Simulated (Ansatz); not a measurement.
## Run report: BSiNH$_{8}$, geometry relaxation (part 2 of 2)

Continued. System: BSiNH$_{8}$. Method: RKS BLYP-D4/6-31G* (Ansatz 0.2.0). It belongs to a series of runs on one base structure; here: end point B relaxed.

Geometry of the input (Å):
```
B  0.2372  -0.5622  -0.1054
H  -0.7565  0.8539  1.5598
H  1.2635  0.0499  -0.0113
H  -0.6400  -0.2555  -0.8641
N  0.0748  -1.7853  0.7193
H  -0.8063  -2.2901  0.5963
Si 1.2347  -2.4501  1.8698
H  1.3840  -3.9262  1.6641
H  2.5384  -1.7601  1.6563
H  0.7915  -2.2386  3.2876
H  -0.6958  0.1493  1.6346
```

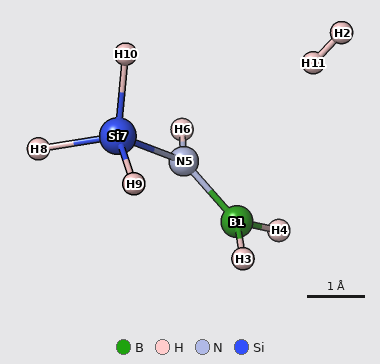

The geometry at step 13 of the log (ball-and-stick view, seen at a tilt; atoms are numbered from 1 in the order of the input).

### Trajectory as extended XYZ, continued
```
11
Properties=species:S:1:pos:R:3:forces:R:3 step=6 energy=-10172.82560
B     0.3509   -0.7880   -0.2610    0.0448   0.0295   0.0241
H    -1.1085    1.3988    2.1106   -0.0299   0.1147   0.0459
H     1.3842   -0.1756   -0.1938   -0.0061  -0.0117  -0.0270
H    -0.5208   -0.4803   -1.0309   -0.0002  -0.0147  -0.0096
N     0.1596   -1.8943    0.6003   -0.0426   0.0069  -0.0086
H    -0.7375   -2.3834    0.5175    0.0025  -0.0120   0.0071
Si    1.2821   -2.5121    1.8266    0.0025   0.0017   0.0160
H     1.4685   -3.9880    1.6557    0.0053   0.0006  -0.0106
H     2.5775   -1.7985    1.6521   -0.0025  -0.0022   0.0017
H     0.7550   -2.2829    3.2099    0.0009  -0.0012  -0.0020
H    -0.9855    0.6894    1.9201    0.0253  -0.1117  -0.0371
11
Properties=species:S:1:pos:R:3:forces:R:3 step=7 energy=-10172.82943
B     0.3661   -0.8046   -0.2832   -0.0171  -0.0017   0.0106
H    -1.1640    1.3823    2.1922   -0.0003  -0.0158   0.0022
H     1.4110   -0.2118   -0.2398    0.0122  -0.0132  -0.0142
H    -0.5016   -0.5061   -1.0615    0.0005   0.0015  -0.0054
N     0.1498   -1.8787    0.6130    0.0136   0.0081  -0.0113
H    -0.7558   -2.3541    0.5463   -0.0039   0.0034  -0.0031
Si    1.2782   -2.5075    1.8289    0.0027   0.0105   0.0228
H     1.4834   -3.9781    1.6346   -0.0015  -0.0022  -0.0050
H     2.5673   -1.7801    1.6662   -0.0044   0.0024   0.0000
H     0.7453   -2.3035    3.2138    0.0017  -0.0071  -0.0013
H    -0.9542    0.7273    1.8964   -0.0035   0.0140   0.0047
11
Properties=species:S:1:pos:R:3:forces:R:3 step=8 energy=-10172.73210 accepted=F
B     0.3906   -0.8325   -0.3232   -0.1151  -0.1408   0.0839
H    -1.2683    1.3329    2.3498    0.9672  -1.3077  -1.2649
H     1.4557   -0.2743   -0.3199    0.0007  -0.0397   0.0183
H    -0.4715   -0.5471   -1.1132    0.0045   0.0187   0.0067
N     0.1356   -1.8557    0.6288    0.0873   0.1108  -0.0986
H    -0.7854   -2.3064    0.5903    0.0330   0.0541  -0.0267
Si    1.2692   -2.4963    1.8348    0.0142  -0.0036   0.0177
H     1.5030   -3.9588    1.6058   -0.0084   0.0128   0.0111
H     2.5484   -1.7471    1.6899   -0.0120   0.0029   0.0037
H     0.7287   -2.3328    3.2230   -0.0008  -0.0053  -0.0221
H    -0.8804    0.8032    1.8409   -0.9707   1.2978   1.2708
11
Properties=species:S:1:pos:R:3:forces:R:3 step=9 energy=-10172.83010
B     0.3722   -0.8109   -0.2949   -0.0251  -0.0096   0.0113
H    -1.1729    1.3795    2.2171    0.0150  -0.0588  -0.0193
H     1.4216   -0.2256   -0.2596    0.0103  -0.0121  -0.0093
H    -0.4950   -0.5139   -1.0744    0.0026   0.0021  -0.0057
N     0.1494   -1.8756    0.6113    0.0195   0.0120   0.0013
H    -0.7586   -2.3471    0.5493   -0.0064   0.0098  -0.0060
Si    1.2755   -2.5030    1.8305    0.0104   0.0005   0.0055
H     1.4835   -3.9731    1.6338    0.0003  -0.0002  -0.0006
H     2.5637   -1.7733    1.6698   -0.0053   0.0020   0.0030
H     0.7409   -2.3033    3.2153   -0.0038  -0.0009  -0.0045
H    -0.9550    0.7313    1.9089   -0.0176   0.0551   0.0244
11
Properties=species:S:1:pos:R:3:forces:R:3 step=10 energy=-10172.83116
B     0.3886   -0.8264   -0.3265   -0.0212  -0.0442   0.0156
H    -1.1931    1.3619    2.2837    0.0525  -0.1514  -0.0748
H     1.4524   -0.2652   -0.3153   -0.0096  -0.0140   0.0051
H    -0.4765   -0.5319   -1.1096    0.0034   0.0054   0.0008
N     0.1483   -1.8644    0.6072    0.0232   0.0325   0.0064
H    -0.7686   -2.3211    0.5608    0.0020   0.0265  -0.0116
Si    1.2691   -2.4899    1.8333    0.0118  -0.0084  -0.0203
H     1.4814   -3.9597    1.6357    0.0057   0.0055   0.0059
H     2.5556   -1.7558    1.6789   -0.0038  -0.0020   0.0042
H     0.7271   -2.2945    3.2157   -0.0111   0.0059  -0.0074
H    -0.9588    0.7321    1.9430   -0.0529   0.1441   0.0761
11
Properties=species:S:1:pos:R:3:forces:R:3 step=11 energy=-10172.83225
B     0.3985   -0.8342   -0.3450   -0.0097  -0.0377   0.0337
H    -1.2038    1.3326    2.3210    0.0463  -0.1229  -0.0681
H     1.4723   -0.2909   -0.3488   -0.0221  -0.0189   0.0042
H    -0.4674   -0.5347   -1.1254    0.0056  -0.0015  -0.0006
N     0.1475   -1.8540    0.6064    0.0141   0.0342  -0.0087
H    -0.7771   -2.2968    0.5714    0.0119   0.0315  -0.0080
Si    1.2655   -2.4801    1.8350    0.0049  -0.0107  -0.0239
H     1.4763   -3.9506    1.6413    0.0068   0.0058   0.0065
H     2.5533   -1.7483    1.6822   -0.0022  -0.0012   0.0031
H     0.7187   -2.2811    3.2149   -0.0095   0.0067  -0.0067
H    -0.9582    0.7232    1.9541   -0.0461   0.1147   0.0686
11
Properties=species:S:1:pos:R:3:forces:R:3 step=12 energy=-10172.83282
B     0.4224   -0.8423   -0.3869    0.1160  -0.1521  -0.0063
H    -1.2251    1.2267    2.4038    0.0581  -0.1269  -0.0896
H     1.5315   -0.3666   -0.4454   -0.1345  -0.0266   0.0466
H    -0.4372   -0.5423   -1.1743   -0.0128   0.0316   0.0395
N     0.1415   -1.8123    0.6104   -0.0850   0.0741  -0.0599
H    -0.8091   -2.2054    0.6139    0.1256   0.0684  -0.0123
Si    1.2535   -2.4485    1.8392   -0.0148   0.0066  -0.0064
H     1.4557   -3.9218    1.6582    0.0005   0.0059  -0.0001
H     2.5483   -1.7295    1.6875    0.0031   0.0001  -0.0013
H     0.6972   -2.2337    3.2128    0.0020  -0.0016  -0.0008
H    -0.9533    0.6608    1.9878   -0.0582   0.1205   0.0905
11
Properties=species:S:1:pos:R:3:forces:R:3 step=13 energy=-10172.82414 accepted=F
B     0.4555   -0.8801   -0.4471   -0.0649   0.1646   0.4152
H    -1.2410    1.1317    2.4622    0.1003  -0.1877  -0.1569
H     1.5713   -0.4108   -0.5061   -0.1586  -0.2060  -0.0528
H    -0.4215   -0.5250   -1.1942    0.0724  -0.1120  -0.0494
N     0.1388   -1.7815    0.6098   -0.1464   0.0397  -0.2526
H    -0.8345   -2.1258    0.6499    0.3011   0.1171  -0.0498
Si    1.2430   -2.4214    1.8436   -0.0118  -0.0003  -0.0076
H     1.4316   -3.8986    1.6805    0.0014   0.0034   0.0053
H     2.5469   -1.7204    1.6855    0.0040  -0.0002  -0.0006
H     0.6836   -2.1839    3.2124    0.0026  -0.0014  -0.0078
H    -0.9481    0.6008    2.0105   -0.1001   0.1830   0.1569
11
Properties=species:S:1:pos:R:3:forces:R:3 step=14 energy=-10172.83568
B     0.4335   -0.8563   -0.4021    0.0101   0.0360  -0.0327
H    -1.2343    1.1867    2.4175   -0.0020  -0.0011   0.0027
H     1.5421   -0.3964   -0.4616    0.0158   0.0077  -0.0087
H    -0.4275   -0.5394   -1.1806   -0.0059  -0.0020  -0.0005
N     0.1372   -1.7926    0.6152    0.0540  -0.0082   0.0114
H    -0.8157   -2.1651    0.6266   -0.0725  -0.0248   0.0114
Si    1.2491   -2.4356    1.8390    0.0076  -0.0082   0.0242
H     1.4464   -3.9092    1.6593   -0.0030  -0.0034  -0.0047
H     2.5486   -1.7252    1.6842   -0.0058   0.0037  -0.0018
H     0.6961   -2.2193    3.2135    0.0004   0.0037  -0.0001
H    -0.9501    0.6374    1.9961    0.0012  -0.0035  -0.0013
11
Properties=species:S:1:pos:R:3:forces:R:3 step=15 energy=-10172.83597
B     0.4432   -0.8573   -0.4108   -0.0417  -0.0079  -0.0211
H    -1.2443    1.1655    2.4309   -0.0007  -0.0036   0.0008
H     1.5557   -0.4081   -0.4856    0.0072  -0.0085   0.0101
H    -0.4234   -0.5379   -1.1828    0.0092   0.0076  -0.0010
N     0.1414   -1.7874    0.6125   -0.0006  -0.0005   0.0393
H    -0.8195   -2.1445    0.6375    0.0094   0.0116  -0.0176
Si    1.2470   -2.4323    1.8424    0.0111   0.0068  -0.0316
H     1.4356   -3.9077    1.6629    0.0023   0.0080   0.0134
H     2.5465   -1.7238    1.6807    0.0089  -0.0101   0.0100
H     0.6964   -2.2061    3.2161   -0.0053  -0.0025  -0.0024
H    -0.9532    0.6246    2.0032    0.0002  -0.0010   0.0002
11
Properties=species:S:1:pos:R:3:forces:R:3 step=16 energy=-10172.83653
B     0.4502   -0.8621   -0.4256   -0.0340   0.0052   0.0049
H    -1.2486    1.1276    2.4512    0.0029  -0.0100  -0.0049
H     1.5700   -0.4323   -0.5107   -0.0004  -0.0134   0.0039
H    -0.4153   -0.5362   -1.1960    0.0100  -0.0010  -0.0043
N     0.1386   -1.7710    0.6143    0.0016  -0.0025   0.0049
H    -0.8276   -2.1137    0.6479    0.0199   0.0141  -0.0090
Si    1.2433   -2.4195    1.8429    0.0033  -0.0034  -0.0058
H     1.4255   -3.8965    1.6714    0.0006   0.0041   0.0020
H     2.5484   -1.7210    1.6822    0.0015  -0.0037   0.0030
H     0.6911   -2.1882    3.2151   -0.0014   0.0034  -0.0012
H    -0.9500    0.5979    2.0142   -0.0041   0.0072   0.0065
11
Properties=species:S:1:pos:R:3:forces:R:3 step=17 energy=-10172.83693
B     0.4638   -0.8703   -0.4494   -0.0221  -0.0040   0.0364
H    -1.2620    1.0656    2.4890    0.0108  -0.0222  -0.0170
H     1.5957   -0.4758   -0.5536   -0.0179  -0.0184   0.0027
H    -0.3989   -0.5360   -1.2192    0.0084  -0.0040  -0.0045
N     0.1360   -1.7451    0.6159   -0.0041   0.0104  -0.0387
H    -0.8395   -2.0596    0.6659    0.0419   0.0180  -0.0058
Si    1.2370   -2.3998    1.8442    0.0010  -0.0046   0.0124
H     1.4063   -3.8794    1.6831   -0.0032   0.0018  -0.0018
H     2.5506   -1.7176    1.6807   -0.0052  -0.0006  -0.0018
H     0.6854   -2.1543    3.2142    0.0031   0.0018  -0.0010
H    -0.9489    0.5572    2.0362   -0.0127   0.0218   0.0190
11
Properties=species:S:1:pos:R:3:forces:R:3 step=18 energy=-10172.83710
B     0.4686   -0.8730   -0.4563   -0.0191  -0.0097   0.0316
H    -1.2704    1.0489    2.5025    0.0082  -0.0172  -0.0131
H     1.6039   -0.4908   -0.5664   -0.0125  -0.0114   0.0016
H    -0.3927   -0.5365   -1.2265    0.0059  -0.0020  -0.0031
N     0.1364   -1.7380    0.6154    0.0010   0.0140  -0.0358
H    -0.8414   -2.0432    0.6703    0.0300   0.0121  -0.0040
Si    1.2357   -2.3945    1.8443    0.0017  -0.0044   0.0123
H     1.3987   -3.8752    1.6866   -0.0028   0.0015  -0.0010
H     2.5521   -1.7183    1.6780   -0.0054  -0.0015  -0.0017
H     0.6860   -2.1430    3.2140    0.0030   0.0015  -0.0014
H    -0.9514    0.5486    2.0451   -0.0100   0.0170   0.0147
11
Properties=species:S:1:pos:R:3:forces:R:3 step=19 energy=-10172.83736
B     0.4799   -0.8794   -0.4716    0.0023  -0.0082   0.0176
H    -1.2950    1.0161    2.5350    0.0071  -0.0135  -0.0112
H     1.6217   -0.5215   -0.5929   -0.0080  -0.0017  -0.0017
H    -0.3785   -0.5372   -1.2423   -0.0010   0.0000  -0.0009
N     0.1399   -1.7250    0.6122    0.0029   0.0145  -0.0158
H    -0.8426   -2.0104    0.6774    0.0053  -0.0005  -0.0016
Si    1.2342   -2.3848    1.8439    0.0023  -0.0023   0.0046
H     1.3785   -3.8686    1.6974   -0.0014   0.0038   0.0025
H     2.5578   -1.7251    1.6681   -0.0037  -0.0046  -0.0003
H     0.6913   -2.1146    3.2129    0.0022   0.0001  -0.0041
H    -0.9616    0.5355    2.0671   -0.0080   0.0126   0.0111
11
Properties=species:S:1:pos:R:3:forces:R:3 step=20 energy=-10172.83750
B     0.4904   -0.8825   -0.4838    0.0108  -0.0059   0.0062
H    -1.3195    0.9783    2.5606    0.0132  -0.0191  -0.0195
H     1.6374   -0.5456   -0.6169   -0.0104   0.0002   0.0017
H    -0.3668   -0.5352   -1.2533   -0.0029   0.0017  -0.0003
N     0.1434   -1.7101    0.6112   -0.0029   0.0021  -0.0045
H    -0.8432   -1.9792    0.6849    0.0075   0.0020  -0.0014
Si    1.2333   -2.3757    1.8441    0.0019  -0.0018   0.0016
H     1.3542   -3.8631    1.7109   -0.0021   0.0081   0.0021
H     2.5661   -1.7381    1.6558   -0.0053  -0.0055   0.0012
H     0.7003   -2.0844    3.2127    0.0042  -0.0001  -0.0060
H    -0.9700    0.5207    2.0809   -0.0141   0.0184   0.0189
```

### Summary

- outcome: converged
- total energy: −10172.8378 eV
- mean-field energy: −10172.4798 eV
- largest force (length of the vector) at the end: 0.030 eV/Å
- hardware: 1 thread of Intel Xeon @ 2.50GHz (Skylake/Cascade Lake), 32 GiB of memory available, shared host
- wall time: 53 s
- peak memory: 0.15 GiB
